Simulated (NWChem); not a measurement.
**CH7ClSSi2 (SMILES C[SiH2]S[SiH2]Cl): levels of theory compared**

Aim: a comparison of 3 runs (HF/STO-3G, HF/3-21G, B3LYP/6-31G*) of CH7ClSSi2. 

Program for the calculation: NWChem 7.3.0.

### Step 1. The system as given

The species is CH7ClSSi2 (12 atoms), meant as a singlet with charge 0. As SMILES, `C[SiH2]S[SiH2]Cl`. Geometry: relaxed at PBE0-D4/def2-TZVP. This is one conformer, not always the lowest.

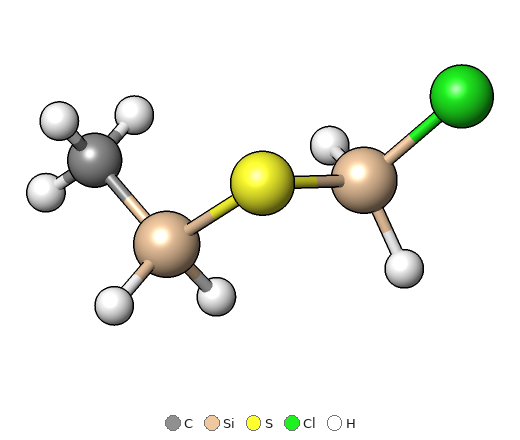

The structure, seen from a chosen angle (carbon grey, silicon light orange, sulfur yellow, chlorine green, hydrogen white).

### Step 2. Energy and forces at HF/STO-3G (run 1)

run.nw reads:

```
start run
memory total 2200 mb

geometry noautosym nocenter noautoz
   C       -1.990900      -0.388600       0.199600
   Si      -0.373900      -1.027900      -0.463700
   S        1.212500      -0.809500       0.972600
   Si       1.875200       1.050200       0.198100
   Cl       3.115800       1.914100       1.582300
   H       -2.270800      -0.924900       1.108600
   H       -2.785500      -0.521700      -0.539700
   H       -1.915600       0.674200       0.438700
   H       -0.451800      -2.474700      -0.784500
   H        0.023700      -0.280500      -1.690700
   H        2.647200       0.877500      -1.052500
   H        0.732000       1.966800      -0.029400
end

basis spherical bse
   C library STO-3G
   Si library STO-3G
   S library STO-3G
   Cl library STO-3G
   H library STO-3G
end

scf
   thresh 1e-08
   maxiter 80
end

task scf gradient
```

Command:

```console
nwchem run.nw > run.out
```

Standard output:

```text
[...]
  functions       =    48
[...]
  wavefunction    = RHF
[...]
         Total SCF energy =  -1460.566515088440
      One-electron energy =  -2873.462180651867
      Two-electron energy =    989.307361951626
 Nuclear repulsion energy =    423.588303611801
        Time for solution =      3.3s
[...]
                         RHF ENERGY GRADIENTS
    atom               coordinates                        gradient
                 x          y          z           x          y          z
   1 C      -3.762255  -0.734348   0.377189    0.004220  -0.001336   0.000138
   2 Si     -0.706569  -1.942449  -0.876266   -0.021735   0.020220   0.021829
   3 S       2.291293  -1.529733   1.837947    0.010557  -0.009132   0.016998
   4 Si      3.543614   1.984590   0.374355    0.019967   0.004394   0.032062
   5 Cl      5.888008   3.617125   2.990113   -0.013431  -0.011433  -0.012838
   6 H      -4.291190  -1.747808   2.094950   -0.000414  -0.005264   0.007271
   7 H      -5.263832  -0.985870  -1.019885   -0.005621  -0.002175  -0.007901
   8 H      -3.619959   1.274053   0.829023    0.003174   0.008302   0.001414
   9 H      -0.853778  -4.676505  -1.482490    0.001603  -0.031218  -0.005349
  10 H       0.044787  -0.530068  -3.194960    0.011998   0.017741  -0.026164
  11 H       5.002483   1.658235  -1.988937    0.014684  -0.005887  -0.023592
[...]
```

Wall time 5.1 s (1 thread of Intel Xeon 6975P-C (Granite Rapids), shared host); peak memory 0.096 GiB.

### Step 3. Energy and gradient at HF/3-21G (run 2)

ch7clssi2.xyz reads:

```xyz
12
CH7ClSSi2 gradient
C     -1.990900    -0.388600     0.199600
Si    -0.373900    -1.027900    -0.463700
S      1.212500    -0.809500     0.972600
Si     1.875200     1.050200     0.198100
Cl     3.115800     1.914100     1.582300
H     -2.270800    -0.924900     1.108600
H     -2.785500    -0.521700    -0.539700
H     -1.915600     0.674200     0.438700
H     -0.451800    -2.474700    -0.784500
H      0.023700    -0.280500    -1.690700
H      2.647200     0.877500    -1.052500
H      0.732000     1.966800    -0.029400
```

run.py reads:

```python
from ase.io import read
from ase.calculators.nwchem import NWChem

atoms = read('ch7clssi2.xyz')

calc = NWChem(
    label='ch7clssi2',
    theory='scf',
    memory='2200 mb',
    basis='3-21G',
    basispar='spherical bse',
    scf={'nopen': '0', 'rhf': None, 'thresh': '1e-08', 'maxiter': '80', 'print': 'low'},
)
atoms.calc = calc

forces = atoms.get_forces()
print("Total energy (eV):", round(atoms.get_potential_energy(), 6))
print("forces (eV/A):")
for s, f in zip(atoms.symbols, forces):
    print(f"{s:2s} {f[0]:10.5f} {f[1]:10.5f} {f[2]:10.5f}")
```

Command:

```console
export ASE_NWCHEM_COMMAND="nwchem PREFIX.nwi > PREFIX.nwo"
python run.py
```

Standard output:

```text
Total energy (eV): -39985.58913
forces (eV/A):
C    -0.79560    0.43148    0.34725
Si   -0.97702   -1.39246   -1.45308
S     0.48717   -0.99759    1.23922
Si   -0.18337    0.88760   -1.72655
Cl    1.42557    1.10614    1.49083
H     0.02957    0.16594   -0.21829
H     0.17309    0.05924    0.20929
H    -0.12989   -0.23685   -0.02000
H    -0.00833    0.09189   -0.03111
H     0.00751    0.00442    0.04895
H    -0.10207   -0.01183    0.08228
H     0.07338   -0.10809    0.03111
```

The calculator wrote ch7clssi2.nwi:

```
title "ch7clssi2"

permanent_dir ch7clssi2

scratch_dir ch7clssi2

start ch7clssi2

geometry units angstrom nocenter noautosym noautoz
  C  -1.9908999999999999e+00 -3.8860000000000000e-01 1.9960000000000000e-01
  Si -3.7390000000000001e-01 -1.0279000000000000e+00 -4.6370000000000000e-01
  S  1.2124999999999999e+00 -8.0950000000000000e-01 9.7260000000000002e-01
  Si 1.8752000000000000e+00 1.0502000000000000e+00 1.9810000000000000e-01
  Cl 3.1158000000000001e+00 1.9140999999999999e+00 1.5823000000000000e+00
  H  -2.2707999999999999e+00 -9.2490000000000006e-01 1.1086000000000000e+00
  H  -2.7854999999999999e+00 -5.2170000000000005e-01 -5.3969999999999996e-01
  H  -1.9156000000000000e+00 6.7420000000000002e-01 4.3869999999999998e-01
  H  -4.5179999999999998e-01 -2.4746999999999999e+00 -7.8449999999999998e-01
  H  2.3699999999999999e-02 -2.8050000000000003e-01 -1.6907000000000001e+00
  H  2.6472000000000002e+00 8.7749999999999995e-01 -1.0525000000000000e+00
  H  7.3199999999999998e-01 1.9668000000000001e+00 -2.9399999999999999e-02
end

memory 2200 mb

basis spherical bse noprint
   * library 3-21G
end

scf
  nopen 0
  rhf
  thresh 1e-08
  maxiter 80
  print low
end

task scf gradient
```

ch7clssi2.nwo:

```text
Northwest Computational Chemistry Package (NWChem) 7.3.0
             --------------------------------------------------------

           Job information
           ---------------

    nwchem branch   = 7.3.0
    use scalapack   = T
    input           = ch7clssi2.nwi
    prefix          = ch7clssi2.
    data base       = ch7clssi2/ch7clssi2.db
    status          = startup
    nproc           =        1

           Memory information
           ------------------

    heap     =     72089600 doubles =      550.0 Mbytes
    stack    =     72089597 doubles =      550.0 Mbytes
    global   =    144179200 doubles =     1100.0 Mbytes (distinct from heap & stack)
    total    =    288358397 doubles =     2200.0 Mbytes
    verify   = yes
    hardfail = no

[... 39 lines left out ...]
            Nuclear Dipole moment (a.u.)
[... 78 lines left out ...]
       Final RHF  results
       ------------------

         Total SCF energy =  -1469.443309292391
      One-electron energy =  -2877.092643642054
      Two-electron energy =    984.061030737862
 Nuclear repulsion energy =    423.588303611801

        Time for solution =      4.0s

                              NWChem Gradients Module
                              -----------------------

                         RHF ENERGY GRADIENTS

    atom               coordinates                        gradient
                 x          y          z           x          y          z
   1 C      -3.762255  -0.734348   0.377189    0.015472  -0.008391  -0.006753
   2 Si     -0.706569  -1.942449  -0.876266    0.019000   0.027079   0.028258
   3 S       2.291293  -1.529733   1.837947   -0.009474   0.019400  -0.024099
[... 8 lines of this table left out ...]
  12 H       1.383279   3.716713  -0.055558   -0.001427   0.002102  -0.000605

 Task  times  cpu:        5.4s     wall:        5.4s
 Total times  cpu:        5.4s     wall:        5.4s
```

Run time: 6.6 s. Hardware: 1 thread of Intel Xeon 6975P-C (Granite Rapids), shared host; peak memory 0.096 GiB.

### Step 4. Energy and forces at B3LYP/6-31G(d) (Cartesian functions) (run 3)

run.py reads:

```python
from ase import Atoms
from ase.calculators.nwchem import NWChem

system = Atoms(['C', 'Si', 'S', 'Si', 'Cl', 'H', 'H', 'H', 'H', 'H', 'H', 'H'], positions=[
    [-1.990900, -0.388600, 0.199600],
    [-0.373900, -1.027900, -0.463700],
    [1.212500, -0.809500, 0.972600],
    [1.875200, 1.050200, 0.198100],
    [3.115800, 1.914100, 1.582300],
    [-2.270800, -0.924900, 1.108600],
    [-2.785500, -0.521700, -0.539700],
    [-1.915600, 0.674200, 0.438700],
    [-0.451800, -2.474700, -0.784500],
    [0.023700, -0.280500, -1.690700],
    [2.647200, 0.877500, -1.052500],
    [0.732000, 1.966800, -0.029400],
])

calc = NWChem(
    label='mol',
    theory='dft',
    memory='2200 mb',
    basis='6-31G*',
    dft={'xc': 'b3lyp', 'mult': '1', 'grid': 'fine', 'convergence': 'energy 1e-08', 'iterations': '100', 'mulliken': None, 'print': 'low'},
)
system.calc = calc

forces = system.get_forces()
e = system.get_potential_energy()
print(f"E = {e:.6f} eV")
print("forces (eV/A):")
for s, f in zip(system.symbols, forces):
    print(f"{s:2s} {f[0]:10.5f} {f[1]:10.5f} {f[2]:10.5f}")
```

Command:

```console
export ASE_NWCHEM_COMMAND="nwchem PREFIX.nwi > PREFIX.nwo"
python run.py
```

Standard output:

```text
E = -40267.390830 eV
forces (eV/A):
C    -0.14038    0.05800    0.02427
Si   -0.02551   -0.28380   -0.28586
S     0.11668   -0.24199    0.24909
Si   -0.03522    0.11493   -0.26488
Cl    0.31547    0.26009    0.30987
H    -0.05548   -0.03327    0.09009
H    -0.10372    0.00478   -0.05296
H    -0.04767    0.10413    0.03744
H    -0.00859   -0.00787   -0.02669
H    -0.02263   -0.02206   -0.02427
H     0.00103    0.02376   -0.03322
H     0.00602    0.02319   -0.02288
```

The calculator wrote mol.nwi:

```
title "mol"

permanent_dir mol

scratch_dir mol

start mol

geometry units angstrom nocenter noautosym noautoz
  C  -1.9908999999999999e+00 -3.8860000000000000e-01 1.9960000000000000e-01
  Si -3.7390000000000001e-01 -1.0279000000000000e+00 -4.6370000000000000e-01
  S  1.2124999999999999e+00 -8.0950000000000000e-01 9.7260000000000002e-01
  Si 1.8752000000000000e+00 1.0502000000000000e+00 1.9810000000000000e-01
  Cl 3.1158000000000001e+00 1.9140999999999999e+00 1.5823000000000000e+00
  H  -2.2707999999999999e+00 -9.2490000000000006e-01 1.1086000000000000e+00
  H  -2.7854999999999999e+00 -5.2170000000000005e-01 -5.3969999999999996e-01
  H  -1.9156000000000000e+00 6.7420000000000002e-01 4.3869999999999998e-01
  H  -4.5179999999999998e-01 -2.4746999999999999e+00 -7.8449999999999998e-01
  H  2.3699999999999999e-02 -2.8050000000000003e-01 -1.6907000000000001e+00
  H  2.6472000000000002e+00 8.7749999999999995e-01 -1.0525000000000000e+00
  H  7.3199999999999998e-01 1.9668000000000001e+00 -2.9399999999999999e-02
end

memory 2200 mb

basis noprint
   * library 6-31G*
end

dft
  xc b3lyp
  mult 1
  grid fine
  convergence energy 1e-08
  iterations 100
  mulliken
  print low
end

task dft gradient
```

mol.nwo:

```text
Northwest Computational Chemistry Package (NWChem) 7.3.0
             --------------------------------------------------------

           Job information
           ---------------

    nwchem branch   = 7.3.0
    use scalapack   = T
    input           = mol.nwi
    prefix          = mol.
    data base       = mol/mol.db
    status          = startup
    nproc           =        1

           Memory information
           ------------------

    heap     =     72089600 doubles =      550.0 Mbytes
    stack    =     72089597 doubles =      550.0 Mbytes
    global   =    144179200 doubles =     1100.0 Mbytes (distinct from heap & stack)
    total    =    288358397 doubles =     2200.0 Mbytes
    verify   = yes
    hardfail = no

[... 39 lines left out ...]
            Nuclear Dipole moment (a.u.)
[... 82 lines left out ...]
   convergence    iter        energy       DeltaE   RMS-Dens  Diis-err    time
[... 13 lines left out ...]
         Total DFT energy =    -1479.799330824238
      One electron energy =    -2887.617106101804
           Coulomb energy =     1088.194650878874
    Exchange-Corr. energy =     -103.965179213108
 Nuclear repulsion energy =      423.588303611801
[... 21 lines left out ...]
    Atom       Charge   Shell Charges
 -----------   ------   -------------------------------------------------------
    1 C    6     6.65   1.98  0.37  1.94  0.35  1.54  0.47
    2 Si  14    13.67   2.00  1.97  5.88  0.40  1.67  0.28  0.78  0.69
    3 S   16    16.25   2.00  1.98  5.90  0.60  2.89  0.40  1.72  0.75
[... 8 lines of this table left out ...]
   12 H    1     1.03   0.51  0.52

                         DFT ENERGY GRADIENTS

    atom               coordinates                        gradient
                 x          y          z           x          y          z
   1 C      -3.762255  -0.734348   0.377189    0.002730  -0.001128  -0.000472
   2 Si     -0.706569  -1.942449  -0.876266    0.000496   0.005519   0.005559
   3 S       2.291293  -1.529733   1.837947   -0.002269   0.004706  -0.004844
[... 8 lines of this table left out ...]
  12 H       1.383279   3.716713  -0.055558   -0.000117  -0.000451   0.000445

 Task  times  cpu:       40.0s     wall:       40.0s
 Total times  cpu:       40.0s     wall:       40.0s
```

It took 41 s on 1 thread of Intel Xeon 6975P-C (Granite Rapids), shared host; peak memory 0.13 GiB.

### Step 5. Overview of the runs

```tsv
run	level	Cartesian functions	iteration cap	energy (Eh)	largest force (eV/Å)	wall time
1	HF/STO-3G	no	80	-1460.566515	1.955	5.1 s
2	HF/3-21G	no	80	-1469.443309	2.341	6.6 s
3	B3LYP/6-31G* (Cartesian functions)	yes	100	-1479.799331	0.513	41 s
```

### Step 6. Results

| quantity | value |
| --- | --- |
| run 3: total energy | -1479.79933 Eh |
| run 3: largest force on an atom | 0.513 eV/Å |

**Reading.** In run 1 the basis is minimal, so the values are rough. All runs together took 53 s, the longest 41 s.
